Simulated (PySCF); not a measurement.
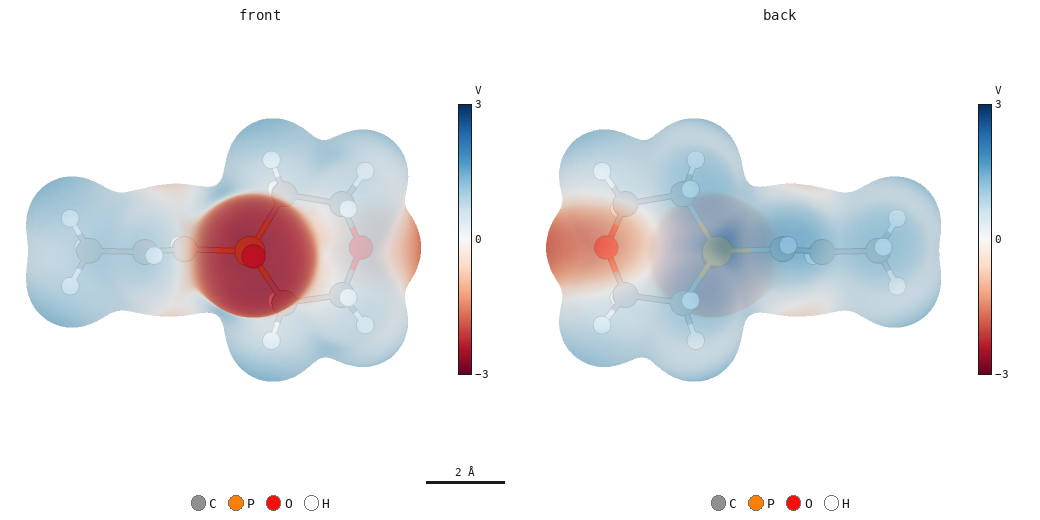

Figure 1: C7H13O2P (SMILES C/C=C/P1(=O)CCOCC1). The molecular electrostatic potential painted on the density surface at 0.004 e/bohr³, seen from the front and from behind; red is negative and blue positive.

Geometry: GFN2-xTB.

Theory: PySCF 2.14.0, PBE0/pcSseg-1, SCF density, gas phase, non-relativistic.

```json
{"atom": "C", "x (Å)": "3.9593", "y (Å)": "-0.3089", "z (Å)": "-0.4584"}
{"atom": "C", "x (Å)": "2.6134", "y (Å)": "0.1818", "z (Å)": "-0.0622"}
{"atom": "C", "x (Å)": "1.4596", "y (Å)": "-0.4052", "z (Å)": "-0.3516"}
{"atom": "P", "x (Å)": "-0.0688", "y (Å)": "0.3605", "z (Å)": "0.2295"}
{"atom": "O", "x (Å)": "0.1087", "y (Å)": "1.6019", "z (Å)": "0.9924"}
{"atom": "C", "x (Å)": "-1.1630", "y (Å)": "0.5484", "z (Å)": "-1.2409"}
{"atom": "C", "x (Å)": "-2.5594", "y (Å)": "0.8425", "z (Å)": "-0.6930"}
{"atom": "O", "x (Å)": "-3.0820", "y (Å)": "-0.2182", "z (Å)": "0.0699"}
{"atom": "C", "x (Å)": "-2.4260", "y (Å)": "-0.4023", "z (Å)": "1.3010"}
{"atom": "C", "x (Å)": "-1.0036", "y (Å)": "-0.9388", "z (Å)": "1.1420"}
{"atom": "H", "x (Å)": "4.5665", "y (Å)": "-0.4816", "z (Å)": "0.4295"}
{"atom": "H", "x (Å)": "4.4675", "y (Å)": "0.4464", "z (Å)": "-1.0568"}
{"atom": "H", "x (Å)": "3.8932", "y (Å)": "-1.2317", "z (Å)": "-1.0299"}
{"atom": "H", "x (Å)": "2.5821", "y (Å)": "1.0992", "z (Å)": "0.5130"}
{"atom": "H", "x (Å)": "1.4001", "y (Å)": "-1.3218", "z (Å)": "-0.9201"}
{"atom": "H", "x (Å)": "-0.8084", "y (Å)": "1.3884", "z (Å)": "-1.8408"}
{"atom": "H", "x (Å)": "-1.1723", "y (Å)": "-0.3579", "z (Å)": "-1.8452"}
{"atom": "H", "x (Å)": "-3.2723", "y (Å)": "0.9913", "z (Å)": "-1.5093"}
{"atom": "H", "x (Å)": "-2.5155", "y (Å)": "1.7591", "z (Å)": "-0.0849"}
{"atom": "H", "x (Å)": "-3.0467", "y (Å)": "-1.1108", "z (Å)": "1.8572"}
{"atom": "H", "x (Å)": "-2.3857", "y (Å)": "0.5491", "z (Å)": "1.8534"}
{"atom": "H", "x (Å)": "-0.5432", "y (Å)": "-1.0836", "z (Å)": "2.1208"}
{"atom": "H", "x (Å)": "-1.0084", "y (Å)": "-1.8805", "z (Å)": "0.5943"}
```

Q: Where is the surface potential most negative and most positive?

A: The most negative region (about −2.5 V) lies over O5, the most positive (about +1.6 V) over C3, P4 and H15. O5 is the likeliest acceptor of a hydrogen bond.
